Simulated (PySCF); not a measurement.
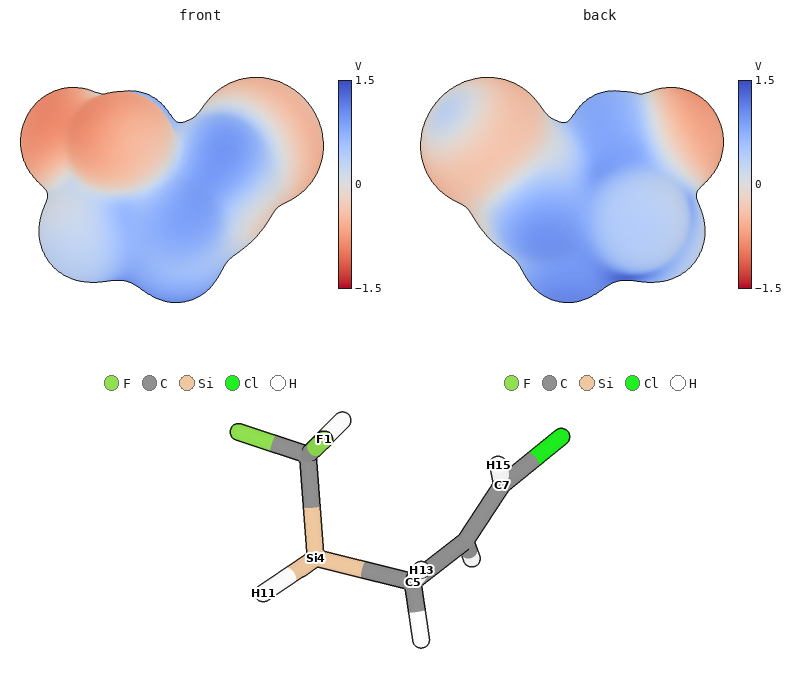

C₄H₇ClF₂Si (SMILES FC(F)[SiH2]C/C=C/Cl). The electrostatic potential painted on the density surface at 0.001 e/bohr³, seen from the front and from behind; the colour scale runs from red (negative) to blue (positive). The bare structure is drawn below in the same view.

Geometry: GFN2-xTB.

All numbers below come from PBE0/def2-SVPD, SCF density, gas phase in PySCF 2.14.0.

Input

```
{"job": {"kind": "uv", "xc": "PBE0", "basis": "def2-SVPD", "nstates": 8, "ntriplets": 3}, "charge": 0, "multiplicity": 1}
F     -1.534200     1.201729     1.363132
C     -1.611242     1.015790     0.013597
F     -2.876770     1.371898    -0.342565
Si    -1.270101    -0.842501    -0.422756
C      0.461040    -1.212001     0.300733
C      1.491968    -0.318495    -0.300011
C      2.011882     0.718753     0.335461
Cl     3.173010     1.765339    -0.387632
H     -0.933568     1.750030    -0.444103
H     -1.310630    -0.933132    -1.882475
H     -2.309217    -1.636993     0.227961
H      0.721574    -2.250872     0.102279
H      0.438584    -1.074820     1.382505
H      1.793004    -0.539563    -1.313995
H      1.750253     0.992828     1.345956
```

Launched as:

```sh
OMP_NUM_THREADS=1 python probes_run.py task.json out
```

Question: Describe the electrostatic potential map.

Answer: The most negative region (about −0.8 V) lies over F1 and F3, the most positive (about +1.2 V) over Si4. Cl8 shows a σ-hole: about +0.3 V at the tip opposite its bond, against about −0.4 V on its flanks.

Question: What dipole moment does the calculation give?

Answer: Its dipole moment is 2.58 D.
